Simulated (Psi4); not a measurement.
# SVWN5/cc-pVQZ (density fitting) run of GaNH4 (GaH2(NH2))

Aim: the electrostatic solvation energy at fixed shape (IEF-PCM, dimethylsulfoxide) of GaNH4 (GaH2(NH2)) at SVWN5/cc-pVQZ (density fitting), from 2 runs. Input form: a Python script.

The calculation is run with Psi4 1.11.

1 further run of the same task is left out (it didn't finish).

### 1 The system as given

GaNH4 has 6 atoms, charge 0, and is taken as a singlet. SMILES: `[H][Ga]([H])[NH2]`. The shape comes from GFN2-xTB, which is rough for such elements, and wasn't checked as a minimum.

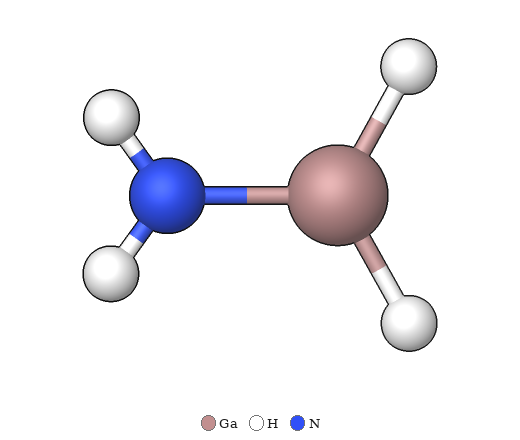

The structure, seen from a chosen angle (gallium pink, hydrogen white, nitrogen blue).

### 2 The energy at SVWN5/cc-pVQZ (density fitting)

gah4n.xyz

```xyz
6
GaH4N
Ga     0.424050     0.733460     0.007650
H      1.890040     0.754090     0.501460
H     -0.291350     2.018260    -0.474150
N     -0.478200    -0.825800    -0.001250
H     -1.435720    -0.951110    -0.308080
H     -0.108820    -1.728900     0.274370
```

calc.py

```python
import psi4

psi4.set_memory('1600 MB')
psi4.set_num_threads(1)
psi4.core.set_output_file('output.dat', False)

with open('gah4n.xyz') as f:
    atoms = ''.join(f.readlines()[2:])
mol = psi4.geometry('0 1\n' + atoms + 'symmetry c1\nno_reorient\nno_com')

psi4.set_options({
    'basis': 'cc-pVQZ',
    'reference': 'rks',
    'scf_type': 'df',
})

e_tot = psi4.energy('scf', dft_functional={"name": "SVWN5", "x_functionals": {"LDA_X": {}}, "c_functionals": {"LDA_C_VWN": {}}}, molecule=mol)
print(f'total energy {e_tot:.8f} hartree = {e_tot * 27.211386:.5f} eV')
```

Run with:

```console
$ python calc.py
```

output.dat, shortened:

```text
[...]
  Running in c1 symmetry.
[...]
  Nuclear repulsion =  108.906552615978455
[...]
  Multiplicity = 1
[...]
  Nalpha       = 21
  Nbeta        = 21
[...]
    Number of basis functions: 243
[...]
   @DF-RKS iter   1: -1976.32728562933721   -9.42715e-01   1.24579e-02 DIIS/ADIIS
[...]
   @DF-RKS iter  10: -1978.58880383586256   -1.50457e-07   3.69031e-07 DIIS
[...]
    Orbital Energies [Eh]
    ---------------------
    Doubly Occupied:
       1A   -370.215473     2A    -45.250607     3A    -40.150829
       4A    -40.146694     5A    -40.146221     6A    -13.845586
       7A     -5.229479     8A     -3.578970     9A     -3.568571
      10A     -3.568087    11A     -0.771632    12A     -0.730215
      13A     -0.726653    14A     -0.726300    15A     -0.724786
      16A     -0.708210    17A     -0.429365    18A     -0.427441
      19A     -0.312916    20A     -0.261857    21A     -0.233977
[...]
  @DF-RKS Final Energy: -1978.58880383586256
   => Energetics <=
    Nuclear Repulsion Energy =            108.9065526159784554
    One-Electron Energy =               -2977.4494202529344875
    Two-Electron Energy =                 969.8142533762044195
    DFT Exchange-Correlation Energy =     -79.8601895751107946
    Empirical Dispersion Energy =           0.0000000000000000
    VV10 Nonlocal Energy =                  0.0000000000000000
    Total Energy =                      -1978.5888038358625636
[...]
 Multipole Moments:
 ------------------------------------------------------------------------------------
     Multipole            Electronic (a.u.)      Nuclear  (a.u.)        Total (a.u.)
 ------------------------------------------------------------------------------------
 L = 1.  Multiply by 2.5417464519 to convert [e a0] to [Debye]
 Dipole X            :        -18.8636670           18.6181487           -0.2455183
 Dipole Y            :        -32.6523519           32.2179407           -0.4344112
 Dipole Z            :         -0.4352399            0.4195192           -0.0157207
 Magnitude           :                                                    0.4992388
[...]
```

The script printed:

```text
total energy -1978.58880384 hartree = -53840.14368 eV
```

Run time: 23 s. Hardware: 1 thread of Intel Xeon Platinum 8259CL at 2.50GHz (Skylake/Cascade Lake), shared host; peak memory 1 GiB.

### 3 A single-point energy at SVWN5/cc-pVQZ (density fitting, IEF-PCM dimethylsulfoxide)

gah4n.py

```python
import psi4

psi4.set_memory(1600000000)
psi4.set_num_threads(1)
psi4.core.set_output_file('psi4.out', False)

mol = psi4.geometry("""
0 1
Ga     0.80133836     1.38603852     0.01445640
H      3.57165796     1.42502357     0.94762206
H     -0.55057171     3.81395865    -0.89601364
N     -0.90366703    -1.56053583    -0.00236216
H     -2.71311759    -1.79733741    -0.58218682
H     -0.20564000    -3.26714750     0.51848416
units bohr
symmetry c1
no_reorient
no_com
""")

psi4.set_options({
    'basis': 'cc-pVQZ',
    'reference': 'rks',
    'scf_type': 'df',
    'pcm': True,
})
psi4.pcm_helper("""
  Units = Angstrom
  Medium {
    SolverType = IEFPCM
    Solvent = DMSO
  }
  Cavity {
    Type = GePol
    RadiiSet = UFF
    Scaling = False
    Area = 0.3
    Mode = Implicit
  }
""")

energy_value, wavefunction = psi4.energy('scf', dft_functional={"name": "SVWN5", "x_functionals": {"LDA_X": {}}, "c_functionals": {"LDA_C_VWN": {}}}, return_wfn=True)
print('E =', round(energy_value, 9))
```

Run with:

```console
$ python gah4n.py
```

psi4.out, shortened:

```text
[...]
  Running in c1 symmetry.
[...]
  Nuclear repulsion =  108.906552836141557
[...]
  Multiplicity = 1
[...]
  Nalpha       = 21
  Nbeta        = 21
[...]
    Number of basis functions: 243
[...]
   @DF-RKS iter   1: -1976.34410250111455   -9.58505e-01   1.24372e-02 ADIIS/DIIS
[...]
   @DF-RKS iter  10: -1978.59304601471445   -6.18911e-08   2.45531e-07 DIIS
[...]
    Orbital Energies [Eh]
    ---------------------
    Doubly Occupied:
       1A   -370.213910     2A    -45.248874     3A    -40.149083
       4A    -40.145024     5A    -40.144487     6A    -13.839856
       7A     -5.227857     8A     -3.577244     9A     -3.567120
      10A     -3.566405    11A     -0.767258    12A     -0.728528
      13A     -0.724855    14A     -0.724687    15A     -0.723236
      16A     -0.704868    17A     -0.424098    18A     -0.421850
      19A     -0.310448    20A     -0.262554    21A     -0.231284
[...]
  @DF-RKS Final Energy: -1978.59304601471445
   => Energetics <=
    Nuclear Repulsion Energy =            108.9065528361415573
    One-Electron Energy =               -2977.4105479616396224
    Two-Electron Energy =                 969.7764902038395576
    DFT Exchange-Correlation Energy =     -79.8609419218574033
    Empirical Dispersion Energy =           0.0000000000000000
    VV10 Nonlocal Energy =                  0.0000000000000000
    PCM Polarization Energy =              -0.0045991711985136
    Total Energy =                      -1978.5930460147144458
[...]
 Multipole Moments:
 ------------------------------------------------------------------------------------
     Multipole            Electronic (a.u.)      Nuclear  (a.u.)        Total (a.u.)
 ------------------------------------------------------------------------------------
 L = 1.  Multiply by 2.5417464519 to convert [e a0] to [Debye]
 Dipole X            :        -18.9121423           18.6181486           -0.2939936
 Dipole Y            :        -32.7395183           32.2179406           -0.5215776
 Dipole Z            :         -0.4405595            0.4195190           -0.0210404
 Magnitude           :                                                    0.5990978
[...]
```

On the terminal:

```text
E = -1978.593046015
```

Wall time 47 s (1 thread of Intel Xeon Platinum 8259CL at 2.50GHz (Skylake/Cascade Lake), shared host); peak memory 1 GiB.

### 4 Summary of results

Level: SVWN5/cc-pVQZ (density fitting).

| quantity | value |
| --- | --- |
| gas phase: total energy | -1978.58880 Eh |
| gas phase: dipole moment | 1.27 D |
| gas phase: HOMO energy | -6.37 eV |
| gas phase: LUMO energy | -1.77 eV |
| gas phase: HOMO–LUMO gap | 4.60 eV |
| IEF-PCM, dimethylsulfoxide: total energy | -1978.59305 Eh |
| IEF-PCM, dimethylsulfoxide: dipole moment | 1.52 D |
| IEF-PCM, dimethylsulfoxide: HOMO energy | -6.29 eV |
| IEF-PCM, dimethylsulfoxide: LUMO energy | -1.62 eV |
| IEF-PCM, dimethylsulfoxide: HOMO–LUMO gap | 4.67 eV |
| IEF-PCM, dimethylsulfoxide: solvent term in the energy | -12.1 kJ/mol |
| energy change from gas to solvent at fixed shape | -0.115 eV |

What this shows: The solvent model (IEF-PCM, dimethylsulfoxide) lowers the energy by 0.12 eV (−2.7 kcal/mol) at the same shape. It holds the electrostatic part alone, without cavity or dispersion terms.
